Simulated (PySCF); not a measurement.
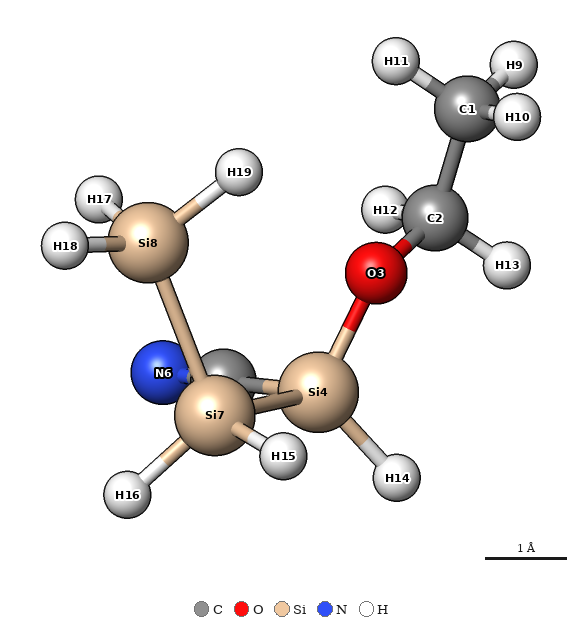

The structure (ball-and-stick view, seen at a tilt; atoms are numbered from 1 in the order of the input).

## NMR shielding calculation, with input and output: C$_{3}$H$_{11}$NOSi$_{3}$

The run: NMR shielding calculation of C$_{3}$H$_{11}$NOSi$_{3}$. Method and program: GIAO PBE0/pcSseg-1 NMR shielding, non-relativistic, gas phase (PySCF 2.14.0).

The geometry comes from this level: PBE0-D3(BJ)/def2-SVP. It belongs to a series of runs on one base structure; here: constitutional isomer. Figures and captions count atoms from 1; the log counts them from 0 in places.

The program's output:
```
coarse grid: 17104 points
cycle   1  E = -1118.5343545666  dE =  4.212e-01  |g| = 7.241e-01  |ddm| = 3.853e+00
cycle   2  E = -1118.2793304913  dE =  2.550e-01  |g| = 1.337e+00  |ddm| = 1.833e+00
cycle   3  E = -1118.6332498608  dE = -3.539e-01  |g| = 1.847e-01  |ddm| = 1.330e+00
cycle   4  E = -1118.6385395863  dE = -5.290e-03  |g| = 1.026e-01  |ddm| = 1.496e-01
cycle   5  E = -1118.6405851597  dE = -2.046e-03  |g| = 2.902e-02  |ddm| = 7.992e-02
cycle   6  E = -1118.6407722960  dE = -1.871e-04  |g| = 3.744e-03  |ddm| = 2.613e-02
cycle   7  E = -1118.6407753020  dE = -3.006e-06  |g| = 9.038e-04  |ddm| = 3.527e-03
final grid: 150696 points
cycle   8  E = -1118.6961157165  dE = -1.775e-05  |g| = 1.036e-02  |ddm| = 2.045e-02
cycle   9  E = -1118.6960919134  dE =  2.380e-05  |g| = 1.539e-02  |ddm| = 1.690e-02
cycle  10  E = -1118.6961353674  dE = -4.345e-05  |g| = 2.272e-03  |ddm| = 1.145e-02
cycle  11  E = -1118.6961364523  dE = -1.085e-06  |g| = 6.383e-04  |ddm| = 1.834e-03
cycle  12  E = -1118.6961365274  dE = -7.510e-08  |g| = 2.104e-04  |ddm| = 4.936e-04
cycle  13  E = -1118.6961365368  dE = -9.358e-09  |g| = 2.928e-05  |ddm| = 1.670e-04
cycle  14  E = -1118.6961365370  dE = -1.924e-10  |g| = 7.268e-06  |ddm| = 3.905e-05
```

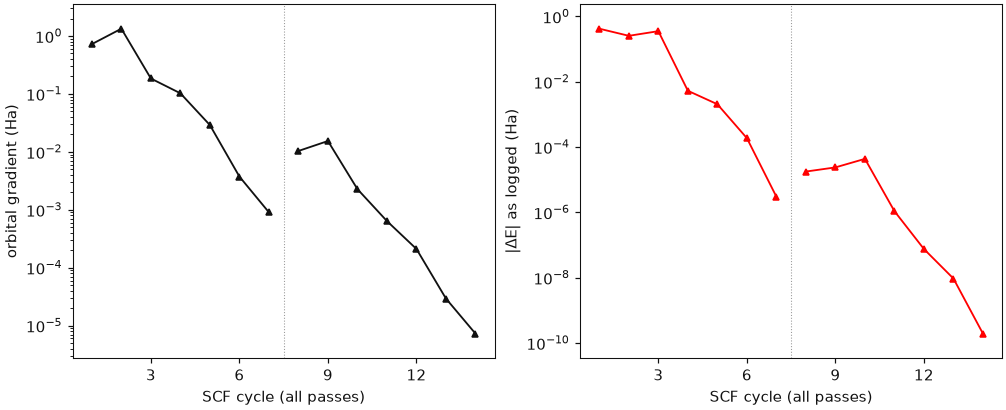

Convergence of the self-consistent field: orbital gradient and size of the energy change against the SCF cycle. The dotted line marks the change from a coarse to the final integration grid. The first 7 cycles use a coarse grid, the final grid takes over at cycle 8, and the field converges after 14 cycles in all.

```
converged SCF energy = -1118.6961365370

GIAO shielding tensors (ppm)
atom      isotropic    diamagn.    paramagn.     s11        s22        s33       span
  0 C      164.835     246.529     -81.694    147.317    163.929    183.258     35.942
  1 C      119.323     243.387    -124.064     87.458    103.225    167.285     79.827
  2 O      294.426     404.345    -109.920    275.952    292.619    314.705     38.753
  3 Si     385.466     881.253    -495.786    292.822    395.661    467.916    175.094
  4 C       58.432     265.412    -206.980    -57.398    -56.436    289.130    346.527
  5 N     -107.946     338.703    -446.648   -307.380   -292.735    276.279    583.659
  6 Si     463.002     882.284    -419.282    453.092    464.098    471.817     18.725
  7 Si     457.811     880.819    -423.009    454.996    458.292    460.144      5.149
  8 H       30.198      26.715       3.483     26.094     27.080     37.419     11.325
  9 H       29.789      29.090       0.699     26.253     28.000     35.113      8.861
 10 H       29.728      30.654      -0.927     25.774     28.937     34.473      8.699
 11 H       27.372      31.384      -4.012     22.164     28.441     31.512      9.348
 12 H       27.650      29.009      -1.359     22.609     27.443     32.897     10.289
 13 H       25.956      28.294      -2.339     23.165     23.670     31.032      7.867
 14 H       27.781      29.724      -1.944     24.632     25.083     33.627      8.995
 15 H       27.837      29.331      -1.494     24.525     25.388     33.599      9.074
 16 H       27.430      30.629      -3.200     24.044     26.497     31.748      7.704
 17 H       27.535      28.355      -0.820     24.014     24.917     33.673      9.659
 18 H       27.530      30.272      -2.742     23.757     26.620     32.212      8.454
```

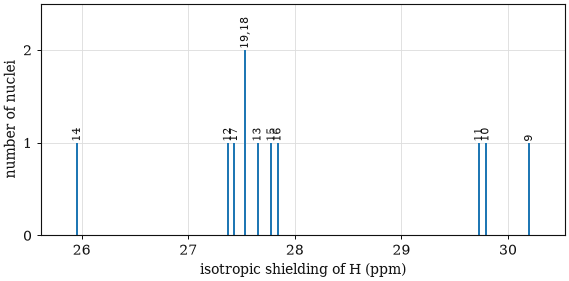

Isotropic shieldings of the hydrogen nuclei in this fixed geometry, labelled by atom number; shielding grows to the right, so chemical shift grows to the left. The least shielded is H14 (26.0 ppm), the most shielded H9 (30.2 ppm).

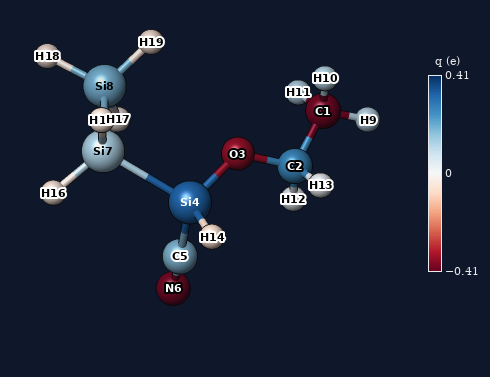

ESP-fitted charges, as the colour of each atom (ball-and-stick view, seen at a tilt; atoms are numbered from 1 in the order of the input). By element: C −0.39 to +0.26, O −0.35, Si +0.12 to +0.33, N −0.38 and H −0.06 to +0.11 e.

The run was set up as follows.

Input:
```
{"job": {"kind": "nmr", "xc": "PBE0", "basis": "pcSseg-1"}, "charge": 0, "multiplicity": 1}
C     -2.572618    -1.174050     0.874329
C     -2.017057    -0.394146    -0.291351
O     -0.825806     0.259904     0.109219
Si     0.165165     1.139929    -0.886693
C      0.686568     0.018956    -2.292455
N      1.027251    -0.707051    -3.131172
Si     2.064444     1.583816     0.394860
Si     2.368613    -0.382637     1.635732
H     -3.503783    -1.684891     0.587056
H     -2.786255    -0.505037     1.720844
H     -1.849340    -1.932124     1.209237
H     -1.805350    -1.068975    -1.141521
H     -2.752226     0.353279    -0.644169
H     -0.547967     2.279173    -1.535876
H      1.827662     2.767960     1.277489
H      3.216306     1.868179    -0.514947
H      2.336182    -1.545499     0.698674
H      3.679185    -0.364134     2.354409
H      1.259782    -0.504875     2.627430
```

The first line tells a small driver script what to run in PySCF; the rest is the geometry in Å.

Command:
```bash
OMP_NUM_THREADS=1 python <driver script> task.json out
```

Key numbers:

| quantity | value |
| --- | --- |
| outcome | converged |
| total energy | −1118.696137 hartree |
| HOMO | −8.31 eV |
| LUMO | −1.16 eV |
| dipole moment | 3.26 D |
| isotropic shielding, C | 58.4 to 164.8 ppm |
| isotropic shielding, O | 294.4 ppm |
| isotropic shielding, Si | 385.5 to 463.0 ppm |
| isotropic shielding, N | −107.9 ppm |
| isotropic shielding, H | 26.0 to 30.2 ppm |
| hardware | 1 CPU thread, shared host |
| wall time | 45 s |
| peak memory | 1 GiB |
